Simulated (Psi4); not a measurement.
# BN2H3O: interaction calculation (part 1 of 2)

The run: interaction calculation of BN2H3O. Method and program: SAPT0/aug-cc-pVDZ, RHF (Psi4 1.11).

The geometry comes from this level: GFN2-xTB.

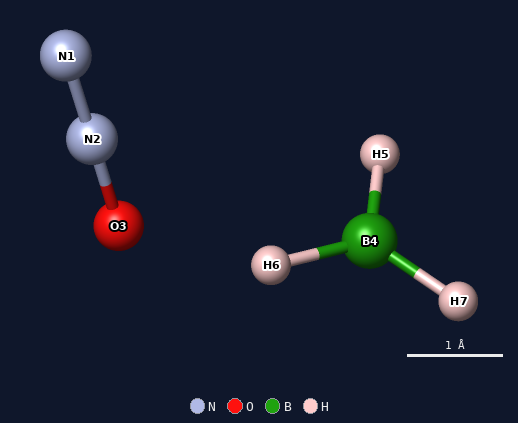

**Figure 1.** The structure as given in the input (ball-and-stick view, seen at a tilt; atoms are numbered from 1 in the order of the input).

### Key numbers

- outcome: converged
- SCF energy: −210.101759 hartree
- basis functions: 119
- hardware: 1 thread of Intel Xeon (Granite Rapids), 32 GiB of memory available, shared host
- wall time: 4.2 s
- peak memory: 0.29 GiB

### The input (run.py)
```python
import psi4

psi4.set_memory(1600000000)
psi4.set_num_threads(1)
psi4.core.set_output_file('bh3n2o.out', False)

mol = psi4.geometry("""
0 1
N      2.212530    -0.256960     1.098620
N      1.763620    -0.957670     0.370930
O      1.302860    -1.691410    -0.386330
--
0 1
B     -1.319410     0.720440    -0.274660
H     -1.237700     0.111990     0.715640
H     -0.357310     1.130130    -0.788820
H     -2.364590     0.943480    -0.735390
symmetry c1
no_reorient
no_com
""")

options = {'basis': 'aug-cc-pVDZ', 'scf_type': 'df', 'freeze_core': 'true'}
psi4.set_options(options)

energy_value = psi4.energy('sapt0')
print(f'total energy {energy_value:.8f} hartree = {energy_value * 27.211386:.5f} eV')
```

Run as:
```bash
python run.py
```

### What the program printed
```
=> Loading Basis Set <=

    Name: AUG-CC-PVDZ
    Role: ORBITAL
    Keyword: BASIS

   => Loading Basis Set <=

    Name: AUG-CC-PVDZ
    Role: ORBITAL
    Keyword: BASIS

  //>>>>>>>>>>>>>>>>>>>>>>>>>>>>>>>>>>>//
  //              Dimer HF             //
  //<<<<<<<<<<<<<<<<<<<<<<<<<<<<<<<<<<<//

   => Loading Basis Set <=

    Name: AUG-CC-PVDZ
    Role: ORBITAL
    Keyword: BASIS

         ---------------------------------------------------------
                                   SCF
                              RHF Reference
                        1 Threads,   1525 MiB Core
         ---------------------------------------------------------

  ==> Geometry <==

    Molecular point group: c1
    Full point group: C1

    Geometry (in Angstrom), charge = 0, multiplicity = 1:

       Center              X                  Y                   Z               Mass
    ------------   -----------------  -----------------  -----------------  -----------------
         N            2.212530000000    -0.256960000000     1.098620000000    14.003074004430
         N            1.763620000000    -0.957670000000     0.370930000000    14.003074004430
         O            1.302860000000    -1.691410000000    -0.386330000000    15.994914619570
         B           -1.319410000000     0.720440000000    -0.274660000000    11.009305360000
         H           -1.237700000000     0.111990000000     0.715640000000     1.007825032230
         H           -0.357310000000     1.130130000000    -0.788820000000     1.007825032230
         H           -2.364590000000     0.943480000000    -0.735390000000     1.007825032230

  Running in c1 symmetry.

  Rotational constants: A =      0.42680  B =      0.07682  C =      0.06615 [cm^-1]
  Rotational constants: A =  12795.03750  B =   2302.88944  C =   1983.08062 [MHz]
  Nuclear repulsion =   95.268749215899049

  Charge       = 0
  Multiplicity = 1
  Electrons    = 30
  Nalpha       = 15
  Nbeta        = 15

  ==> Algorithm <==

  SCF Algorithm Type is DF.
  DIIS enabled.
  MOM disabled.
  Fractional occupation disabled.
  Guess Type is SAD.
  Energy threshold   = 1.00e-08
  Density threshold  = 1.00e-08
  Integral threshold = 1.00e-12

  ==> Primary Basis <==

  Basis Set: AUG-CC-PVDZ
    Blend: AUG-CC-PVDZ
    Number of shells: 51
    Number of basis functions: 119
    Number of Cartesian functions: 127
    Spherical Harmonics?: true
    Max angular momentum: 2

   => Loading Basis Set <=

    Name: (AUG-CC-PVDZ AUX)
    Role: JKFIT
    Keyword: DF_BASIS_SCF

  ==> Integral Setup <==

  DFHelper Memory: AOs need 0.050 GiB; user supplied 1.118 GiB.
  SCF_SUBTYPE=INCORE selected. In-core MEM_DF algorithm will be used.
  Using in-core AOs.

  ==> MemDFJK: Density-Fitted J/K Matrices <==

    J tasked:                   Yes
    K tasked:                   Yes
    wK tasked:                   No
    Memory [MiB]:              1144
    Algorithm:                 Core
    Schwarz Cutoff:           1E-12
    Mask sparsity (%):       0.8333
    Fitting Condition:        1E-10

   => Auxiliary Basis Set <=

  Basis Set: (AUG-CC-PVDZ AUX)
    Blend: AUG-CC-PVDZ-JKFIT
    Number of shells: 148
    Number of basis functions: 440
    Number of Cartesian functions: 509
    Spherical Harmonics?: true
    Max angular momentum: 3

  Minimum eigenvalue in the overlap matrix is 6.7641109461E-05.
  Reciprocal condition number of the overlap matrix is 8.2039846939E-06.
    Using symmetric orthogonalization.

  ==> Pre-Iterations <==

  SCF Guess: Superposition of Atomic Densities via on-the-fly atomic UHF (no occupation information).

   -------------------------
    Irrep   Nso     Nmo
   -------------------------
     A        119     119
   -------------------------
    Total     119     119
   -------------------------

  ==> Iterations <==

                           Total Energy        Delta E     RMS |[F,P]|

   @DF-RHF iter SAD:  -208.90145215595592   -2.08901e+02   0.00000e+00
   @DF-RHF iter   1:  -210.02117232742825   -1.11972e+00   3.70196e-03 ADIIS/DIIS
   @DF-RHF iter   2:  -210.06224903276964   -4.10767e-02   2.76931e-03 ADIIS/DIIS
   @DF-RHF iter   3:  -210.10034597588555   -3.80969e-02   3.72752e-04 ADIIS/DIIS
   @DF-RHF iter   4:  -210.10136160928195   -1.01563e-03   2.45469e-04 ADIIS/DIIS
   @DF-RHF iter   5:  -210.10172449333288   -3.62884e-04   4.14262e-05 DIIS
   @DF-RHF iter   6:  -210.10175674302653   -3.22497e-05   1.30693e-05 DIIS
   @DF-RHF iter   7:  -210.10175909182536   -2.34880e-06   2.61481e-06 DIIS
   @DF-RHF iter   8:  -210.10175916451746   -7.26921e-08   3.64604e-07 DIIS
   @DF-RHF iter   9:  -210.10175916654279   -2.02533e-09   8.76301e-08 DIIS
   @DF-RHF iter  10:  -210.10175916673754   -1.94746e-10   4.39085e-08 DIIS
   @DF-RHF iter  11:  -210.10175916681311   -7.55733e-11   2.38559e-08 DIIS
   @DF-RHF iter  12:  -210.10175916684719   -3.40776e-11   7.28129e-09 DIIS
  Energy and wave function converged.

  ==> Post-Iterations <==

    Orbital Energies [Eh]
    ---------------------

    Doubly Occupied:

       1A    -20.666565     2A    -15.852058     3A    -15.695336
       4A     -7.614416     5A     -1.649001     6A     -1.446677
       7A     -0.836860     8A     -0.781498     9A     -0.780574
      10A     -0.714403    11A     -0.693466    12A     -0.505670
      13A     -0.505231    14A     -0.492051    15A     -0.491919

    Virtual:

      16A      0.034680    17A      0.043695    18A      0.052761
      19A      0.057719    20A      0.104222    21A      0.104675
      22A      0.108648    23A      0.112798    24A      0.127538
      25A      0.139910    26A      0.147358    27A      0.165807
      28A      0.186041    29A      0.187017    30A      0.216092
      31A      0.216339    32A      0.230556    33A      0.246883
      34A      0.247902    35A      0.269409    36A      0.276932
      37A      0.298356    38A      0.303497    39A      0.313410
      40A      0.336122    41A      0.356791    42A      0.358156
      43A      0.383828    44A      0.394369    45A      0.433043
      46A      0.461433    47A      0.475525    48A      0.477493
      49A      0.498996    50A      0.519658    51A      0.532932
      52A      0.553642    53A      0.565454    54A      0.586896
      55A      0.611619    56A      0.657099    57A      0.665045
      58A      0.709160    59A      0.737527    60A      0.819726
      61A      0.830769    62A      0.853650    63A      0.880479
      64A      0.903390    65A      0.903466    66A      0.916080
      67A      0.950699    68A      0.951844    69A      1.024597
      70A      1.050692    71A      1.082751    72A      1.097729
      73A      1.108272    74A      1.131118    75A      1.151329
      76A      1.156939    77A      1.167367    78A      1.213359
      79A      1.217628    80A      1.255200    81A      1.273304
      82A      1.300435    83A      1.388834    84A      1.464705
      85A      1.469764    86A      1.501674    87A      1.527454
      88A      1.698456    89A      1.765362    90A      1.823206
      91A      1.835625    92A      2.033440    93A      2.104742
      94A      2.115103    95A      2.130783    96A      2.191398
      97A      2.240820    98A      2.246291    99A      2.258438
     100A      2.309977   101A      2.414882   102A      2.448482
     103A      2.474533   104A      2.607785   105A      2.632897
     106A      2.670416   107A      2.701829   108A      2.702200
     109A      3.018430   110A      3.060441   111A      3.066456
     112A      3.237416   113A      3.535291   114A      3.601551
     115A      3.635133   116A      3.913070   117A      4.015404
     118A      4.034760   119A      4.534249

    Final Occupation by Irrep:
              A
    DOCC [    15 ]
    NA   [    15 ]
    NB   [    15 ]

  @DF-RHF Final Energy:  -210.10175916684719

   => Energetics <=

    Nuclear Repulsion Energy =             95.2687492158990494
    One-Electron Energy =                -473.2895667101255412
    Two-Electron Energy =                 167.9190583273793038
    Total Energy =                       -210.1017591668471880

Computation Completed

Properties will be evaluated at   0.000000,   0.000000,   0.000000 [a0]

Properties computed using the SCF density matrix

 Multipole Moments:

 ------------------------------------------------------------------------------------
     Multipole            Electronic (a.u.)      Nuclear  (a.u.)        Total (a.u.)
 ------------------------------------------------------------------------------------

 L = 1.  Multiply by 2.5417464519 to convert [e a0] to [Debye]
 Dipole X            :        -52.2964123           52.3440531            0.0476408
 Dipole Y            :         30.8116967          -30.7002828            0.1114139
 Dipole Z            :         -9.3733373            9.4757293            0.1023920
 Magnitude           :                                                    0.1586406

 ------------------------------------------------------------------------------------

	total time  =          1 seconds =       0.02 minutes

  //>>>>>>>>>>>>>>>>>>>>>>>>>>>>>>>>>>>//
  //            Monomer A HF           //
  //<<<<<<<<<<<<<<<<<<<<<<<<<<<<<<<<<<<//

  ==> Geometry <==

    Molecular point group: c1
    Full point group: C1

    Geometry (in Angstrom), charge = 0, multiplicity = 1:

       Center              X                  Y                   Z               Mass
    ------------   -----------------  -----------------  -----------------  -----------------
         N            2.212530000000    -0.256960000000     1.098620000000    14.003074004430
         N            1.763620000000    -0.957670000000     0.370930000000    14.003074004430
         O            1.302860000000    -1.691410000000    -0.386330000000    15.994914619570
      Gh(B)          -1.319410000000     0.720440000000    -0.274660000000    11.009305360000
      Gh(H)          -1.237700000000     0.111990000000     0.715640000000     1.007825032230
      Gh(H)          -0.357310000000     1.130130000000    -0.788820000000     1.007825032230
      Gh(H)          -2.364590000000     0.943480000000    -0.735390000000     1.007825032230

  Running in c1 symmetry.

  Rotational constants: A =      0.42680  B =      0.07682  C =      0.06615 [cm^-1]
  Rotational constants: A =  12795.03750  B =   2302.88944  C =   1983.08062 [MHz]
  Nuclear repulsion =   62.343568282895070

  Charge       = 0
  Multiplicity = 1
  Electrons    = 22
  Nalpha       = 11
  Nbeta        = 11

  ==> Iterations <==

                           Total Energy        Delta E     RMS |[F,P]|

   @DF-RHF iter SAD:  -183.20540357411068   -1.83205e+02   0.00000e+00
   @DF-RHF iter   1:  -183.63961631373880   -4.34213e-01   3.64805e-03 ADIIS/DIIS
   @DF-RHF iter   2:  -183.67247919693529   -3.28629e-02   2.78059e-03 ADIIS/DIIS
   @DF-RHF iter   3:  -183.71060099327732   -3.81218e-02   3.26490e-04 ADIIS/DIIS
   @DF-RHF iter   4:  -183.71131650798591   -7.15515e-04   2.26897e-04 ADIIS/DIIS
   @DF-RHF iter   5:  -183.71162247083723   -3.05963e-04   4.11180e-05 DIIS
   @DF-RHF iter   6:  -183.71165346557763   -3.09947e-05   1.17828e-05 DIIS
   @DF-RHF iter   7:  -183.71165532291440   -1.85734e-06   2.27654e-06 DIIS
   @DF-RHF iter   8:  -183.71165536464250   -4.17281e-08   4.71733e-07 DIIS
   @DF-RHF iter   9:  -183.71165536647590   -1.83340e-09   6.78326e-08 DIIS
   @DF-RHF iter  10:  -183.71165536653217   -5.62750e-11   1.86610e-08 DIIS
   @DF-RHF iter  11:  -183.71165536653623   -4.06430e-12   3.27129e-09 DIIS
  Energy and wave function converged.

  ==> Post-Iterations <==

    Final Occupation by Irrep:
              A
    DOCC [    11 ]
    NA   [    11 ]
    NB   [    11 ]

  @DF-RHF Final Energy:  -183.71165536653623

   => Energetics <=

    Nuclear Repulsion Energy =             62.3435682828950704
    One-Electron Energy =                -373.3174766037217296
    Two-Electron Energy =                 127.2622529542903891
    Total Energy =                       -183.7116553665362630

Computation Completed

Properties will be evaluated at   0.000000,   0.000000,   0.000000 [a0]

Properties computed using the SCF density matrix

 Multipole Moments:
```
